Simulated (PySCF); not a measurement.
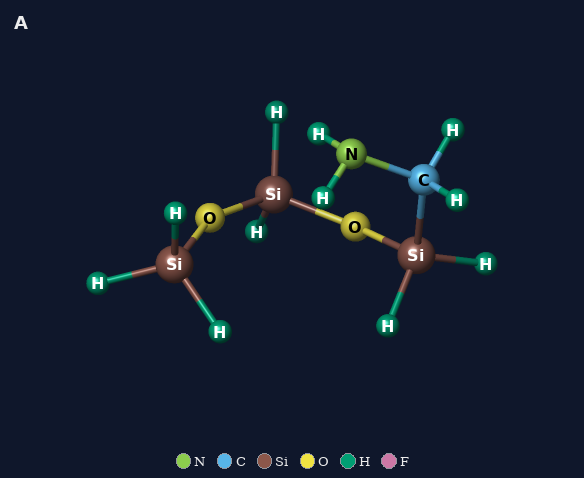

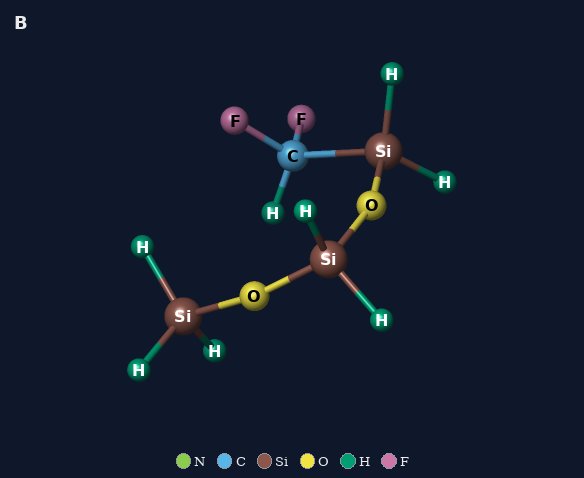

Two related species, optimised with GFN2-xTB; properties computed with PySCF 2.14.0. Both: charge 0, singlet.

What are A and B?

Answer. A is CH11NO2Si3 (NC[SiH2]O[SiH2]O[SiH3]), B is CH8F2O2Si3 (FC(F)[SiH2]O[SiH2]O[SiH3]).

Compare them. With CAM-B3LYP/def2-SVPD: dipole moment (D), HOMO–LUMO gap (eV), HOMO energy (Kohn–Sham orbital) (eV), lowest vertical singlet excitation (eV), mean static polarisability (bohr³). With GFN2-xTB: mean C–H length (Å), mean C–Si length (Å).

```csv
quantity,A,B
dipole moment (D),0.92,1.90
HOMO–LUMO gap (eV),8.78,10.63
HOMO energy (Kohn–Sham orbital) (eV),−8.04,−9.96
lowest vertical singlet excitation (eV),5.80,7.33
mean static polarisability (bohr³),100.0,92.3
mean C–H length (Å),1.093,1.100
mean C–Si length (Å),1.918,1.937
```

Each is one conformer, and no frequency run is at hand to confirm it as a minimum.

The geometry is semi-empirical. Around Si such bond lengths and angles can be off by a tenth of an ångström or more and by several degrees, and values that hang on the shape move with them.
